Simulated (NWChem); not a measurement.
# triplet CH2BrI: levels of theory compared

We compute a comparison of 6 runs (UHF/STO-3G, UHF/3-21G, U-wB97X/def2-SVP, UB2PLYP/def2-SVP, UCAM-B3LYP/def2-SVP, UM06-2X/def2-SVP) of triplet CH2BrI. 

Program for the calculation: NWChem 7.3.0.

1 further run of the same task is left out (it didn't finish).

### Step 1. The molecule

CH2BrI: 5 atoms, total charge 0, spin state triplet. SMILES of the parent species: `BrCI`. The shape is that of a PBE0-D4/def2-TZVP optimisation. That shape belongs to the parent species and isn't relaxed for this state.

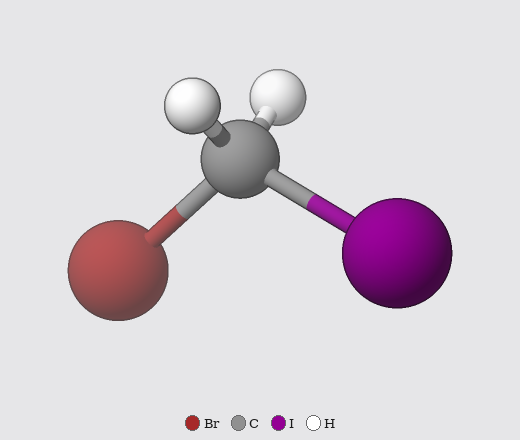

The structure, seen from a chosen angle (bromine red, carbon grey, iodine purple, hydrogen white).

### Step 2. A single-point energy at UHF/STO-3G (run 1)

The input, ch2bri.nw:

```
start ch2bri
title "CH2BrI"
memory total 2200 mb

geometry units angstroms noautosym nocenter noautoz
 Br    -1.807600    -0.091200     0.355300
 C      0.027600     0.081600    -0.181200
 I      1.424400    -0.779400     1.170600
 H      0.257900     1.138200    -0.252900
 H      0.147500    -0.422800    -1.133000
end

basis spherical bse
 Br library STO-3G
 C library STO-3G
 I library STO-3G
 H library STO-3G
end

scf
 nopen 2
 uhf
 thresh 1e-08
 maxiter 80
 print low
end

task scf
```

Run with:

```console
nwchem ch2bri.nw > ch2bri.out
```

What it wrote:

```text
[...]
  functions       =    52
[...]
  wavefunction    = UHF
[...]
         Total SCF energy =  -9433.718549660787
      One electron energy = -13987.910056214252
      Two electron energy =   4086.543143274754
 Nuclear repulsion energy =    467.648363278711
                       Sz =      1.0000
                 Sz(Sz+1) =      2.0000
                      S^2 =      2.0058
[...]
```

Wall time 56 s (1 thread of AMD EPYC 9R45 (Zen 5), shared host); peak memory 0.099 GiB.

### Step 3. The energy at UHF/3-21G (run 2)

The input, run.nw:

```
start run
title "CH2BrI"
memory 2200 mb

geometry noautosym nocenter noautoz
 Br    -1.807600    -0.091200     0.355300
 C      0.027600     0.081600    -0.181200
 I      1.424400    -0.779400     1.170600
 H      0.257900     1.138200    -0.252900
 H      0.147500    -0.422800    -1.133000
end

basis spherical bse
 * library 3-21G
end

scf
 triplet
 uhf
 thresh 1e-08
 maxiter 80
 noprint "final vectors analysis"
end

task scf
```

Run with:

```console
nwchem run.nw > run.out
```

What it wrote:

```text
[...]
  functions       =    66
[...]
  wavefunction    = UHF
[...]
         Total SCF energy =  -9486.006427212555
      One electron energy = -14031.616313494946
      Two electron energy =   4077.961523003680
 Nuclear repulsion energy =    467.648363278711
                       Sz =      1.0000
                 Sz(Sz+1) =      2.0000
                      S^2 =      2.0096
[...]
```

Run time: 47 s. Hardware: 1 thread of AMD EPYC 9R45 (Zen 5), shared host; peak memory 0.099 GiB.

Runs 3 to 5 aren't shown in full; the table further down has their settings and results.

### Step 4. The energy at UM06-2X/def2-SVP (core potential) (run 6)

The input, nw.nw:

```
start nw
title "CH2BrI M06-2X"
memory stack 880 mb heap 220 mb global 1100 mb
charge 0
geometry units angstroms noautosym nocenter noautoz
 Br   -1.807600   -0.091200    0.355300
 C     0.027600    0.081600   -0.181200
 I     1.424400   -0.779400    1.170600
 H     0.257900    1.138200   -0.252900
 H     0.147500   -0.422800   -1.133000
end
basis spherical bse
 * library def2-SVP
end
ecp bse
 I library def2-SVP
end
dft
 xc m06-2x
 mult 3
 grid xfine
 convergence energy 1e-08
 iterations 100
 mulliken
end
task dft
```

Run with:

```console
nwchem nw.nw > nw.out
```

What it wrote:

```text
[...]
          Wavefunction type:  spin polarized.
          No. of atoms     :     5
          No. of electrons :    68
[...]
          Charge           :     0
          Spin multiplicity:     3
[...]
          AO basis - number of functions:    82
[...]
              XC Information
              --------------
                       M06-2X Method XC Functional
                     Hartree-Fock (Exact) Exchange  0.540
                        M06-2X Exchange Functional  1.000
                      M06-2X Correlation Potential  1.000
[...]
 d= 0,ls=0.0,diis     1  -2910.5439875725 -3.17D+03  1.67D-02  6.58D-02     3.7
[...]
 d= 0,ls=0.0,diis    12  -2910.5978372149 -7.20D-09  1.69D-06  1.35D-10    43.0
[...]
         Total DFT energy =    -2910.597837214887
      One electron energy =    -4676.076429782360
           Coulomb energy =     1622.937740873131
    Exchange-Corr. energy =     -119.772436345569
 Nuclear repulsion energy =      262.313288039910
[...]
      Total Density - Mulliken Population Analysis
     ---------------------------------------------
    Atom       Charge   Shell Charges
 -----------   ------   -------------------------------------------------------
    1 Br  35    35.17   2.00  2.00  1.99  1.37  0.61  6.00  5.98  2.31  2.86  8.24  1.71  0.09
    2 C    6     6.29   1.99  0.93  0.30  1.98  1.06  0.03
    3 I   25    24.75   0.22  1.83  1.36  0.56  3.10  2.94  2.45  2.19  9.82  0.28
    4 H    1     0.90   0.73  0.15  0.02
    5 H    1     0.90   0.73  0.15  0.02
[...]
      <S2> =      2.0057 (Exact =     2.0000)
[...]
```

Run time: 44 s. Hardware: 1 thread of AMD EPYC 9R45 (Zen 5), shared host; peak memory 0.14 GiB.

### Step 5. All runs side by side

| run | level | iteration cap | module | energy (Eh) | ⟨S²⟩ | wall time |
| --- | --- | --- | --- | --- | --- | --- |
| 1 | UHF/STO-3G | 80 | scf | -9433.718550 | 2.006 | 56 s |
| 2 | UHF/3-21G | 80 | scf | -9486.006427 | 2.010 | 47 s |
| 3 | U-wB97X/def2-SVP (core potential) | 100 | dft | -2910.713450 | 2.006 | 55 s |
| 4 | UB2PLYP/def2-SVP (core potential) | 100 | dft | -2909.920255 | 2.008 | 39 s |
| 5 | UCAM-B3LYP/def2-SVP (core potential) | 100 | dft | -2910.751363 | 2.005 | 51 s |
| 6 | UM06-2X/def2-SVP (core potential) | 100 | dft | -2910.597837 | 2.006 | 44 s |

### Step 6. Outcome

```
                                 quantity           value
                      run 6: total energy  -2910.59784 Eh
                     run 6: dipole moment          2.26 D
run 6: HOMO energy (highest over α and β)        -4.47 eV
                              run 6: ⟨S²⟩           2.006
```

**Reading.** Over runs 2, 4, 5, 6 the dipole moment (its size) runs from 2.08 D (UCAM-B3LYP/def2-SVP) to 2.42 D (UHF/3-21G). The two ends differ in method and basis and core potential. Totals of different functionals can't be ranked against each other. Some runs of one species differ in core potentials or relativity; totals across that change don't compare. In run 1 the basis is minimal, so the values are rough. In runs 1, 2 relativity is left out where basis or elements ask for it. All runs together took 4.9 min, the longest 56 s.
